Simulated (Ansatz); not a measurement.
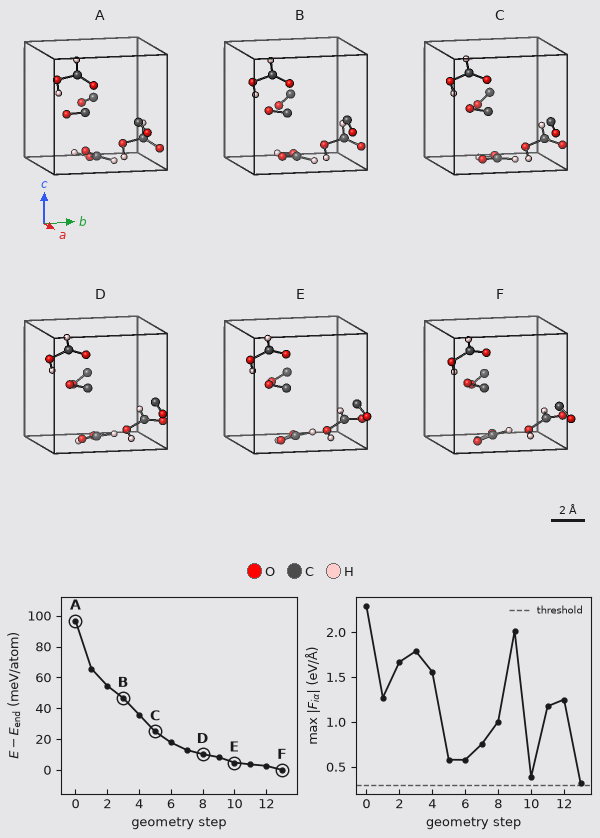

Frames of a relaxation of an amorphous cell of composition H2C2O3, marked on the history of the run. The picture is a ball-and-stick view of the cell of the calculation, seen slightly off an axis.

The cell holds 3 HCOOH + 3 CO. The run prepares the start of a later molecular dynamics calculation, from a guessed geometry.

The calculation used DFT PBEsol, scalar-relativistic, plane waves, PAW (Ansatz 0.2.0).

Input
```yaml
crystal:
  lattice:
    - [7.133492, 0.0, 0.0]
    - [0.0, 7.133492, 0.0]
    - [0.0, 0.0, 7.133492]
  atoms:
    - { symbol: O, position: [0.80742, 0.0758221, 0.7891074] }
    - { symbol: C, position: [0.9054925, 0.2292938, 0.8407704] }
    - { symbol: O, position: [0.9244958, 0.369459, 0.746539] }
    - { symbol: H, position: [0.757698, 0.1029009, 0.6639019] }
    - { symbol: H, position: [0.9649299, 0.2071946, 0.9807453] }
    - { symbol: O, position: [0.575471, 0.7183728, 0.1786339] }
    - { symbol: C, position: [0.5635953, 0.9035201, 0.2163206] }
    - { symbol: O, position: [0.6498423, 1.0255057, 0.1352777] }
    - { symbol: H, position: [0.665598, 0.7062948, 0.0756136] }
    - { symbol: H, position: [0.4640935, 0.9259671, 0.3312539] }
    - { symbol: O, position: [0.0651876, 0.560734, -0.00904] }
    - { symbol: C, position: [0.2508681, 0.5735631, 0.0255867] }
    - { symbol: O, position: [0.3472132, 0.4490165, 0.0895613] }
    - { symbol: H, position: [0.0283869, 0.4335699, 0.0277968] }
    - { symbol: H, position: [0.3004741, 0.7137595, -0.0131217] }
    - { symbol: O, position: [0.0870257, 0.4817911, 0.4678657] }
    - { symbol: C, position: [0.2180115, 0.5528397, 0.5295039] }
    - { symbol: O, position: [1.0415279, 0.813681, 0.3372971] }
    - { symbol: C, position: [0.9031784, 0.7716691, 0.4087036] }
    - { symbol: O, position: [0.574956, 0.2211868, 0.450029] }
    - { symbol: C, position: [0.6287387, 0.372178, 0.4677368] }
basis:
  ecutwfc: 420.0
kpoints:
  mp_grid: { grid: [1, 1, 1] }
hamiltonian:
  xc: pbesol
scf:
  occupations: { method: fermi_dirac, width: 0.02 }
  lower_state_search: "off"
relax:
  f_tol: 0.3
  max_steps: 15
  adjacent_minimum: "off"
output:
  write_density: true
  write_potential: true
  elf: true
  volumetric_format: npy
```

Run as
```bash
ansatz run input.yaml --threads 1 --pin off --max-ram 3072MiB --backend cpu --events-out ev --progress --plain --runs-dir out
```

Question: Describe the path.

Answer: The relaxation stopped without meeting its thresholds, so the last structure isn't shown to be converged. The largest moves, 1.64 Å, are those of O18 and C19. O18 goes along [3 3 −1]. By element the largest moves are O 1.64 Å, C 1.64 Å, H 0.99 Å. The lattice vectors keep their values. Near-neighbour distances that change, for instance: O11–H14 0.980 → 1.038 Å, O1–C2 1.350 → 1.322 Å, O6–H9 0.980 → 1.003 Å, C12–H15 1.096 → 1.112 Å. Bond angles that change, for instance: C7–O6–H9 106.0° → 110.3°, O1–C2–H5 109.4° → 112.2°, C2–O1–H4 106.0° → 108.3°. After 13 geometry steps the energy has fallen by 96.8 meV per atom. Largest force component: 2.3 eV/Å at the start, 0.32 eV/Å at the end. Cost: 30 s on 1 thread of Arm Neoverse V2 (shared host), peak memory 0.37 GiB. From step 0 to 3: C19 moves most (0.55 Å), energy −50.2 meV per atom. From step 3 to 5: H14 moves most (0.38 Å), energy −21.7 meV per atom. From step 5 to 8: O18 moves most (0.49 Å), energy −14.7 meV per atom. From step 8 to 10: O atoms move most (0.31 Å), energy −5.5 meV per atom. From step 10 to 13: O16 moves most (0.48 Å), energy −4.8 meV per atom.

Limits of the set-up: the periodic images lie only 7.1 Å apart, so the values are limited by the cell's size.
